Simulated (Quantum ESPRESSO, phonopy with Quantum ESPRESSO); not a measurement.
# BP (F-43m): phonons against volume, part 6 of 8

Wanted: mode Grüneisen parameters of BP and a free-energy fit over volumes.

What experiment has found for this phase:
- volume expansion coefficient 9.6 1e-6/K near room temperature (given in “Thermal expansion coefficients of high thermal conducting BAs and BP materials (three times its linear coefficient)”, 2019, arxiv:1906.04101)

Quantum ESPRESSO 7.5; DFT LDA, scalar-relativistic, plane waves, GBRV ultrasoft pseudopotentials.

So far. Step 5 (Born charges and dielectric tensor): The Born charges sum to zero within 0.0031 e; the rest is removed before use. Acoustic frequencies in this log differ from zero by the error of the sum rule, which ph.x does not impose. Step 6 (Forces on a displaced cell): At this level the gap is 1.16 eV on the k-mesh of the self-consistent run, which can miss the band edges.

## (8) Lattice dynamics at this volume, V/V0 1

This step: DFT LDA, scalar-relativistic, plane waves, GBRV ultrasoft pseudopotentials (phonopy with Quantum ESPRESSO 4.10.0 / 7.5).

It took 6 min on 8 threads of Intel Xeon 6975P-C (Granite Rapids), shared host; 47 min of CPU time.

Numbers from this step:

```
point group                              : -43m
highest frequency                        : 828.4 cm⁻¹
Debye temperature from the second moment : 1110 K
lowest frequency on the path             : 0 cm⁻¹
zero-point energy                        : 0.2055 eV/cell
Γ frequencies                            : 0, 0, 0, 820.7, 820.7, 820.7 cm⁻¹ (negative: imaginary)
```

Phonopy, LO-TO term from ph.x's tensors. Phonon branches along the path, in cm⁻¹:

| point | branch 1 | branch 2 | branch 3 | branch 4 | branch 5 | branch 6 |
| --- | --- | --- | --- | --- | --- | --- |
| Γ | 0 | 0 | 0 | 821 | 821 | 828 |
| X | 310 | 310 | 532 | 717 | 717 | 801 |
| U | 302 | 402 | 480 | 695 | 730 | 805 |
| jump to K | 302 | 402 | 480 | 695 | 730 | 805 |
| Γ | 0 | 0 | 0 | 821 | 821 | 828 |
| L | 223 | 223 | 513 | 775 | 777 | 777 |
| W | 353 | 401 | 456 | 699 | 721 | 802 |
| X | 310 | 310 | 532 | 717 | 717 | 801 |

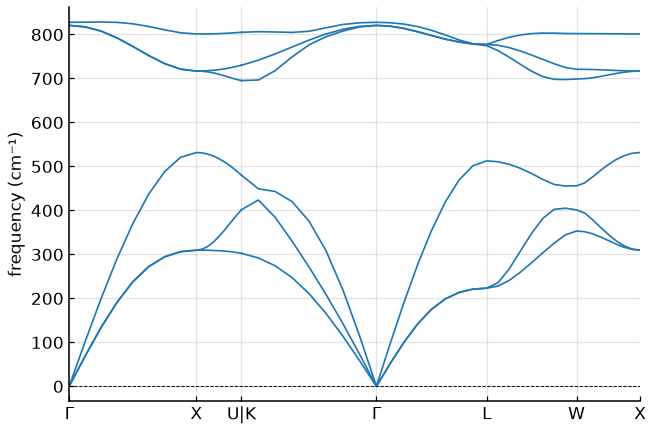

Phonon branches along the path.

Harmonic. Thermo, by row:

| T (K) | F_vib (meV/atom) | S (J/mol-atom/K) | C_V (J/mol-atom/K) |
| --- | --- | --- | --- |
| 0 | 102.7 | 0 | 0 |
| 50 | 102.7 | 0.109 | 0.402 |
| 100 | 102.5 | 1.082 | 2.997 |
| 150 | 101.5 | 2.913 | 6.253 |
| 200 | 99.38 | 5.145 | 9.371 |
| 250 | 96.09 | 7.542 | 12.15 |
| 300 | 91.56 | 9.97 | 14.47 |
| 350 | 85.77 | 12.35 | 16.34 |
| 400 | 78.78 | 14.63 | 17.82 |
| 450 | 70.63 | 16.8 | 18.98 |
| 500 | 61.39 | 18.85 | 19.9 |
| 550 | 51.11 | 20.78 | 20.64 |
| 600 | 39.87 | 22.6 | 21.23 |
| 650 | 27.71 | 24.32 | 21.72 |
| 700 | 14.68 | 25.95 | 22.12 |
| 750 | 0.83 | 27.48 | 22.45 |
| 800 | -13.79 | 28.94 | 22.73 |
| 850 | -29.15 | 30.33 | 22.96 |
| 900 | -45.21 | 31.64 | 23.16 |
| 950 | -61.94 | 32.9 | 23.33 |
| 1000 | -79.31 | 34.1 | 23.48 |

The modes has structure finer than the step of the table below, so its rows give means over 100 cm⁻¹, whole bins alone (the curve runs from -10 to 863 cm⁻¹). Peaks (cm⁻¹: height): B 802.8: 0.0469; P 303.1: 0.0127, 467.8: 0.0133, 802.8: 0.00712.

Phonopy on the run's constants, 21x21x21 mesh, Gaussian sigma 6.2 cm⁻¹. Modes against wavenumber; means over each step; values in 1/cm⁻¹/cell:

```
wavenumber (cm⁻¹)        B        P
              100   1.8e-4   5.3e-4
              200  0.00120  0.00403
              300  0.00225  0.00952
              400   8.5e-4  0.00516
              500   2.8e-4  0.00597
              600        0        0
              700  0.00887  0.00137
              800   0.0163  0.00340
```

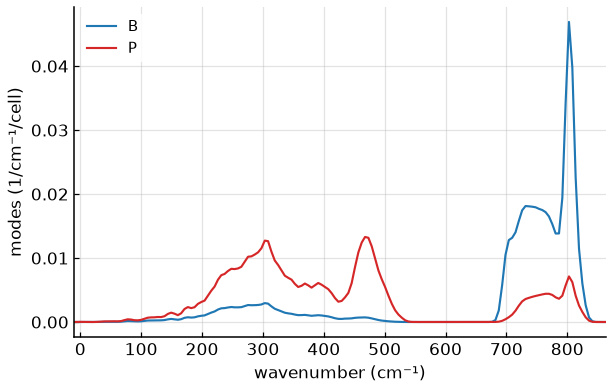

Modes, plotted against wavenumber.

No LO-TO term. Modes at Γ, with each element's share of the kinetic energy:

```
mode  frequency (cm⁻¹)  symmetry  B %  P %
   1               0.0        T2   26   74
   2               0.0        T2   26   74
   3               0.0        T2   26   74
   4             820.7        T2   74   26
   5             820.7        T2   74   26
   6             820.7        T2   74   26
```

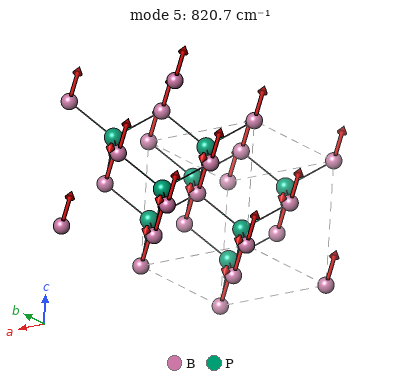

Displacement patterns of mode 5 at Γ; arrows are exaggerated. Bonds to atoms that aren't drawn are left out. 1×2×1 conventional cells are drawn. Some periodic images of atoms are drawn too.

No mode is imaginary beyond numerical noise along the path.

The time given is that of the 2 pw.x runs on displaced cells behind this step.

The supercell is 7.8 Å across at its narrowest and was not tested against a larger one: only its own wavevectors are exact, and acoustic branches between them, with the entropy at low temperature, can be off.

## (9) Self-consistent run, V/V0 1.015

A tight ground state at this cell gives the energy of this member; its pressure is the stress at this cutoff, which can carry an offset from the finite basis.

This step: DFT LDA, scalar-relativistic, plane waves, GBRV ultrasoft pseudopotentials (Quantum ESPRESSO 7.5).

System of this step: BP. The structure is cubic, space group F-43m (No. 216). Conventional cell: a = 4.516 Å, b = 4.516 Å, c = 4.516 Å, α = 90.00°, β = 90.00°, γ = 90.00°. B has 4 P at 1.96 Å nearest. Nearest to P lie 4 B at 1.96 Å. Farther neighbours are not listed.

File scf.in:

```
 &control
    calculation='scf',
    prefix='x',
    outdir='./tmp',
    pseudo_dir='./pseudo',
    tprnfor=.true.,
    tstress=.true.,
 /
 &system
    ibrav=0,
    nat=2,
    ntyp=2,
    ecutwfc=40.0,
    ecutrho=240.0,
    occupations='fixed',
    nbnd=6,
 /
 &electrons
    conv_thr=1.0d-12,
    mixing_beta=0.7,
    electron_maxstep=100,
 /
ATOMIC_SPECIES
 B      10.8100  B.upf
 P      30.9738  P.upf
CELL_PARAMETERS angstrom
     0.000000000    2.257807050    2.257807050
     2.257807050    0.000000000    2.257807050
     2.257807050    2.257807050    0.000000000
ATOMIC_POSITIONS crystal
 B      0.000000000   0.000000000   0.000000000
 P      0.250000000   0.250000000   0.250000000
K_POINTS automatic
 12 12 12 0 0 0
```

Launch:

```bash
OMP_NUM_THREADS=1 mpirun -n 8 pw.x -nk 8 -in scf.in > scf.out
```

Output:

```text
[banner, memory and clock lines left out]
Program PWSCF v.7.5

     Message from routine setup:
     using ibrav=0 with symmetry is DISCOURAGED, use correct ibrav instead

     G-vector sticks info

     bravais-lattice index     =            0
     lattice parameter (alat)  =       6.0339  a.u.
     unit-cell volume          =     155.3413 (a.u.)^3
     number of atoms/cell      =            2
     number of atomic types    =            2
     number of electrons       =         8.00
[...]
atom    2 type  2   force =     0.00000000   -0.00000000    0.00000000

     Total force =     0.000000     Total SCF correction =     0.000000

     Computing stress (Cartesian axis) and pressure

          total   stress  (Ry/bohr**3)                   (kbar)     P=      -25.48
[...]
-0.00000000  -0.00017322   0.00000000           -0.00      -25.48        0.00
   0.00000000   0.00000000  -0.00017322            0.00        0.00      -25.48

     XML data file, charge density, pseudopotentials, collected wavefunctions
[key lines of the parts left out:]
!    total energy              =     -22.01022181 Ry
convergence has been achieved in  15 iterations
```

Elapsed: 1.9 s, on 8 MPI ranks.

At this level the gap is 1.16 eV on the k-mesh of the self-consistent run, which can miss the band edges.

## (10) Born charges and dielectric tensor

In a polar crystal the Born charges and ε∞ give the long-range dipole term that a finite supercell misses. They are those of this k-mesh and were not tested on a denser one; where the gap is small they converge slowly, and the LO modes with them.

File ph.in:

```
phonons
 &inputph
    prefix='x',
    outdir='./tmp',
    fildyn='x.dyn',
    tr2_ph=1.0d-18,
    epsil=.true.,
 /
0.000000000 0.000000000 0.000000000
```

scf.in is that of step 9.

Launch:

```bash
OMP_NUM_THREADS=1 mpirun -n 8 ph.x -nk 8 -in ph.in > ph.out
```

Output:

```text
[banner, memory and clock lines left out]
Program PHONON v.7.5

     ./tmp/x.save/

     IMPORTANT: XC functional enforced from input :
     Exchange-correlation= PZ
                           (   1   1   0   0   0   0   0)
     Any further DFT definition will be discarded
     Please, verify this is what you really want

     G-vector sticks info

     Reading collected, re-writing distributed wavefunctions in ./tmp/

     Number and degeneracy of irreps per q-point
       N         xq(1)         xq(2)         xq(3)   N irreps
[...]
freq (    1) =      -0.222086 [THz] =      -7.407998 [cm-1]
     freq (    2) =      -0.222086 [THz] =      -7.407998 [cm-1]
     freq (    3) =      -0.222086 [THz] =      -7.407998 [cm-1]
     freq (    4) =      24.227577 [THz] =     808.144972 [cm-1]
     freq (    5) =      24.227577 [THz] =     808.144972 [cm-1]
     freq (    6) =      24.227577 [THz] =     808.144972 [cm-1]
 **************************************************************************

     Mode symmetry, T_d (-43m)  point group:

     freq (   1-   3) =         -7.4  [cm-1]   --> T_2  G_15 P_4   I+R
     freq (   4-   6) =        808.1  [cm-1]   --> T_2  G_15 P_4   I+R
```

It took 9.3 s on 8 MPI ranks; 72 s of CPU time.

ε∞:

```
9.22 0.00 0.00
0.00 9.22 0.00
0.00 0.00 9.22
```

The Born charges sum to zero within 0.0030 e; the rest is removed before use. Acoustic frequencies in this log differ from zero by the error of the sum rule, which ph.x does not impose.

## (11) A displaced supercell

One atom (for the harmonic constants) or a pair of atoms (for the cubic ones) is moved by a few hundredths of an ångström; the forces on all atoms give a column of force constants. The threshold is tight because the forces are small.

System of this step: BP. The cell holds 54 atoms: 27 B and 27 P. Its edges and angles: a = 9.579 Å, b = 9.579 Å, c = 9.579 Å, α = 60.0°, β = 60.0°, γ = 60.0°. It derives from BP, repeated 3×3×3.

File disp-00001.in:

```
 &control
    calculation='scf',
    prefix='x',
    outdir='./tmp',
    pseudo_dir='./pseudo',
    tprnfor=.true.,
    disk_io='none',
 /
 &system
    ibrav=0,
    nat=54,
    ntyp=2,
    ecutwfc=40.0,
    ecutrho=240.0,
    occupations='fixed',
    nbnd=110,
 /
 &electrons
    conv_thr=1.0d-11,
    mixing_beta=0.7,
    electron_maxstep=100,
 /
ATOMIC_SPECIES
 B      10.8100  B.upf
 P      30.9738  P.upf
CELL_PARAMETERS angstrom
     0.000000000    6.773421149    6.773421149
     6.773421149    0.000000000    6.773421149
     6.773421149    6.773421149    0.000000000
ATOMIC_POSITIONS crystal
 B      0.002087887   0.000000000   0.000000000
 B      0.333333333   0.000000000   0.000000000
 B      0.666666667   0.000000000   0.000000000
 B      0.000000000   0.333333333   0.000000000
 B      0.333333333   0.333333333   0.000000000
 B      0.666666667   0.333333333   0.000000000
 B      0.000000000   0.666666667   0.000000000
 B      0.333333333   0.666666667   0.000000000
 B      0.666666667   0.666666667   0.000000000
 B      0.000000000   0.000000000   0.333333333
 B      0.333333333   0.000000000   0.333333333
 B      0.666666667   0.000000000   0.333333333
 B      0.000000000   0.333333333   0.333333333
 B      0.333333333   0.333333333   0.333333333
 B      0.666666667   0.333333333   0.333333333
 B      0.000000000   0.666666667   0.333333333
 B      0.333333333   0.666666667   0.333333333
 B      0.666666667   0.666666667   0.333333333
 B      0.000000000   0.000000000   0.666666667
 B      0.333333333   0.000000000   0.666666667
 B      0.666666667   0.000000000   0.666666667
 B      0.000000000   0.333333333   0.666666667
 B      0.333333333   0.333333333   0.666666667
 B      0.666666667   0.333333333   0.666666667
 B      0.000000000   0.666666667   0.666666667
 B      0.333333333   0.666666667   0.666666667
 B      0.666666667   0.666666667   0.666666667
 P      0.083333333   0.083333333   0.083333333
 P      0.416666667   0.083333333   0.083333333
 P      0.750000000   0.083333333   0.083333333
 P      0.083333333   0.416666667   0.083333333
 P      0.416666667   0.416666667   0.083333333
 P      0.750000000   0.416666667   0.083333333
 P      0.083333333   0.750000000   0.083333333
 P      0.416666667   0.750000000   0.083333333
 P      0.750000000   0.750000000   0.083333333
 P      0.083333333   0.083333333   0.416666667
 P      0.416666667   0.083333333   0.416666667
 P      0.750000000   0.083333333   0.416666667
 P      0.083333333   0.416666667   0.416666667
 P      0.416666667   0.416666667   0.416666667
 P      0.750000000   0.416666667   0.416666667
 P      0.083333333   0.750000000   0.416666667
 P      0.416666667   0.750000000   0.416666667
 P      0.750000000   0.750000000   0.416666667
 P      0.083333333   0.083333333   0.750000000
 P      0.416666667   0.083333333   0.750000000
 P      0.750000000   0.083333333   0.750000000
 P      0.083333333   0.416666667   0.750000000
 P      0.416666667   0.416666667   0.750000000
 P      0.750000000   0.416666667   0.750000000
 P      0.083333333   0.750000000   0.750000000
 P      0.416666667   0.750000000   0.750000000
 P      0.750000000   0.750000000   0.750000000
K_POINTS automatic
 3 3 3 0 0 0
```

Launch:

```bash
OMP_NUM_THREADS=1 mpirun -n 4 pw.x -nk 4 -in disp-00001.in > disp-00001.out
```

Output:

```text
[banner, memory and clock lines left out]
Program PWSCF v.7.5

     Message from routine setup:
     using ibrav=0 with symmetry is DISCOURAGED, use correct ibrav instead

     G-vector sticks info

     bravais-lattice index     =            0
     lattice parameter (alat)  =      18.1018  a.u.
     unit-cell volume          =    4194.2164 (a.u.)^3
     number of atoms/cell      =           54
     number of atomic types    =            2
     number of electrons       =       216.00
[...]
atom    1 type  1   force =    -0.00041509   -0.01080459   -0.01080459
     atom    2 type  1   force =     0.00029003    0.00039641    0.00039641
     atom    3 type  1   force =    -0.00028737    0.00038016    0.00038016
[...]
atom   53 type  2   force =     0.00009013   -0.00002217   -0.00002217
     atom   54 type  2   force =     0.00000003   -0.00002209   -0.00002209

     Total force =     0.017861     Total SCF correction =     0.000006
     Message from routine punch:
     Nothing written, as per user request (disk_io='none')
[key lines of the parts left out:]
!    total energy              =    -594.27412485 Ry
convergence has been achieved in  16 iterations
```

Elapsed: 5.4 min, on 4 MPI ranks.

## (12) Phonons, V/V0 1.015

This step: DFT LDA, scalar-relativistic, plane waves, GBRV ultrasoft pseudopotentials (phonopy with Quantum ESPRESSO 4.10.0 / 7.5).

Wall time 5.7 min (8 threads).

Phonopy, LO-TO term from ph.x's tensors. The phonon branches at the labelled points (cm⁻¹):

```
    point  branch 1  branch 2  branch 3  branch 4  branch 5  branch 6
        Γ         0         0         0       808       808       814
        X       310       310       524       701       701       788
        U       303       399       474       681       715       790
jump to K       303       399       474       681       715       790
        Γ         0         0         0       808       808       814
        L       224       224       504       762       764       764
        W       351       400       449       686       705       786
        X       310       310       524       701       701       788
```

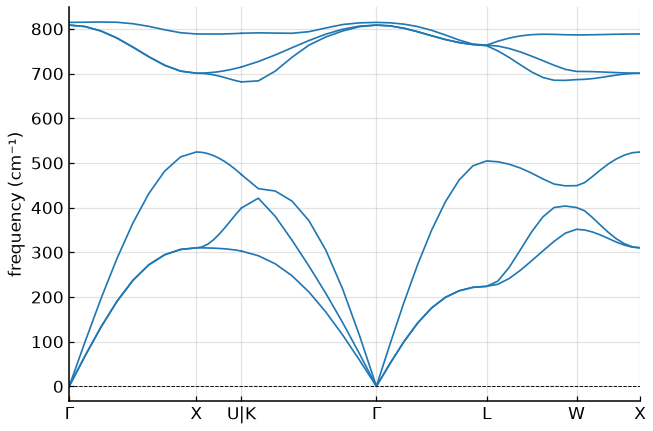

Phonon branches along the path.

No mode is imaginary beyond numerical noise along the path. The highest zone-centre mode (no LO–TO term) moved by -1.5 % for a volume change of +1.5 %.

The time given is that of the 2 pw.x runs on displaced cells behind this step.

## (13) Ground state at this cell, V/V0 0.985

A tight ground state at this cell gives the energy of this member; its pressure is the stress at this cutoff, which can carry an offset from the finite basis.

This step: DFT LDA, scalar-relativistic, plane waves, GBRV ultrasoft pseudopotentials (Quantum ESPRESSO 7.5).

System of this step: BP. It takes space group F-43m (No. 216, cubic). The conventional cell has a = 4.471 Å, b = 4.471 Å, c = 4.471 Å, α = 90.00°, β = 90.00°, γ = 90.00°. Nearest to B lie 4 P at 1.94 Å. Nearest to P lie 4 B at 1.94 Å. Farther neighbours are not listed.

scf.in, as its differences from that of step 10:

```diff
@@ -26,5 +26,5 @@
 CELL_PARAMETERS angstrom
-     0.000000000    2.257807050    2.257807050
-     2.257807050    0.000000000    2.257807050
-     2.257807050    2.257807050    0.000000000
+     0.000000000    2.235339817    2.235339817
+     2.235339817    0.000000000    2.235339817
+     2.235339817    2.235339817    0.000000000
 ATOMIC_POSITIONS crystal
```

Launch:

```bash
OMP_NUM_THREADS=1 mpirun -n 8 pw.x -nk 8 -in scf.in > scf.out
```

Output:

```text
[banner, memory and clock lines left out]
Program PWSCF v.7.5

     Message from routine setup:
     using ibrav=0 with symmetry is DISCOURAGED, use correct ibrav instead

     G-vector sticks info

     bravais-lattice index     =            0
     lattice parameter (alat)  =       5.9739  a.u.
     unit-cell volume          =     150.7500 (a.u.)^3
     number of atoms/cell      =            2
     number of atomic types    =            2
     number of electrons       =         8.00
[...]
atom    2 type  2   force =    -0.00000000   -0.00000000   -0.00000000

     Total force =     0.000000     Total SCF correction =     0.000000

     Computing stress (Cartesian axis) and pressure

          total   stress  (Ry/bohr**3)                   (kbar)     P=       27.10
[...]
-0.00000000   0.00018423   0.00000000           -0.00       27.10        0.00
   0.00000000   0.00000000   0.00018423            0.00        0.00       27.10

     XML data file, charge density, pseudopotentials, collected wavefunctions
[key lines of the parts left out:]
!    total energy              =     -22.01020428 Ry
convergence has been achieved in  14 iterations
```

Run time: 1.8 s. Hardware: 8 MPI ranks.

The run ends at a pressure of 2.71 GPa.

## (14) Zone-centre response

In a polar crystal the Born charges and ε∞ give the long-range dipole term that a finite supercell misses. They are those of this k-mesh and were not tested on a denser one; where the gap is small they converge slowly, and the LO modes with them.

ph.in is that of step 10.

scf.in is that of step 13.

Launch:

```bash
OMP_NUM_THREADS=1 mpirun -n 8 ph.x -nk 8 -in ph.in > ph.out
```

Output:

```text
[banner, memory and clock lines left out]
Program PHONON v.7.5

     ./tmp/x.save/

     IMPORTANT: XC functional enforced from input :
     Exchange-correlation= PZ
                           (   1   1   0   0   0   0   0)
     Any further DFT definition will be discarded
     Please, verify this is what you really want

     G-vector sticks info

     Reading collected, re-writing distributed wavefunctions in ./tmp/

     Number and degeneracy of irreps per q-point
       N         xq(1)         xq(2)         xq(3)   N irreps
[...]
freq (    1) =       0.041532 [THz] =       1.385346 [cm-1]
     freq (    2) =       0.041532 [THz] =       1.385346 [cm-1]
     freq (    3) =       0.041532 [THz] =       1.385346 [cm-1]
     freq (    4) =      24.973279 [THz] =     833.018928 [cm-1]
     freq (    5) =      24.973279 [THz] =     833.018928 [cm-1]
     freq (    6) =      24.973279 [THz] =     833.018928 [cm-1]
 **************************************************************************

     Mode symmetry, T_d (-43m)  point group:

     freq (   1-   3) =          1.4  [cm-1]   --> T_2  G_15 P_4   I+R
     freq (   4-   6) =        833.0  [cm-1]   --> T_2  G_15 P_4   I+R
```

Wall time 9.2 s (8 MPI ranks); 71 s of CPU time.

The Born charges sum to zero within 0.0031 e; the rest is removed before use. Acoustic frequencies in this log differ from zero by the error of the sum rule, which ph.x does not impose.

## (15) Forces on a displaced cell

One atom (for the harmonic constants) or a pair of atoms (for the cubic ones) is moved by a few hundredths of an ångström; the forces on all atoms give a column of force constants. The threshold is tight because the forces are small.

System of this step: BP. The cell holds 54 atoms: 27 B and 27 P. Its edges and angles: a = 9.484 Å, b = 9.484 Å, c = 9.484 Å, α = 60.0°, β = 60.0°, γ = 60.0°. It derives from BP, repeated 3×3×3.

disp-00001.in, as its differences from that of step 11:

```diff
@@ -26,7 +26,7 @@
 CELL_PARAMETERS angstrom
-     0.000000000    6.773421149    6.773421149
-     6.773421149    0.000000000    6.773421149
-     6.773421149    6.773421149    0.000000000
+     0.000000000    6.706019452    6.706019452
+     6.706019452    0.000000000    6.706019452
+     6.706019452    6.706019452    0.000000000
 ATOMIC_POSITIONS crystal
- B      0.002087887   0.000000000   0.000000000
+ B      0.002108872   0.000000000   0.000000000
  B      0.333333333   0.000000000   0.000000000
```

Launch:

```bash
OMP_NUM_THREADS=1 mpirun -n 4 pw.x -nk 4 -in disp-00001.in > disp-00001.out
```

Output:

```text
[banner, memory and clock lines left out]
Program PWSCF v.7.5

     Message from routine setup:
     using ibrav=0 with symmetry is DISCOURAGED, use correct ibrav instead

     G-vector sticks info

     bravais-lattice index     =            0
     lattice parameter (alat)  =      17.9217  a.u.
     unit-cell volume          =    4070.2494 (a.u.)^3
     number of atoms/cell      =           54
     number of atomic types    =            2
     number of electrons       =       216.00
[...]
atom    1 type  1   force =    -0.00045256   -0.01158394   -0.01158394
     atom    2 type  1   force =     0.00030900    0.00043147    0.00043147
     atom    3 type  1   force =    -0.00030664    0.00041432    0.00041432
[...]
atom   53 type  2   force =     0.00009646   -0.00002434   -0.00002434
     atom   54 type  2   force =     0.00000011   -0.00002245   -0.00002245

     Total force =     0.019231     Total SCF correction =     0.000002
     Message from routine punch:
     Nothing written, as per user request (disk_io='none')
[key lines of the parts left out:]
!    total energy              =    -594.27354626 Ry
convergence has been achieved in  17 iterations
```

Wall time 5.7 min (4 MPI ranks); 23 min of CPU time.

[end of part 6 of 8]

[Logs are printed without paths, hosts, clocks, repeated set-up lines and the standing remarks that a program may print on its own settings, such as how far it seeks lower states.]

[Hosts, paths, dates, database ids (printed as entryN), source tags and the programs' standing remarks are cut or masked in the printed files.]

[A step with changed settings may run another functional than the one named; its input shows which.]

[Of the runs on displaced cells, only some may be shown.]
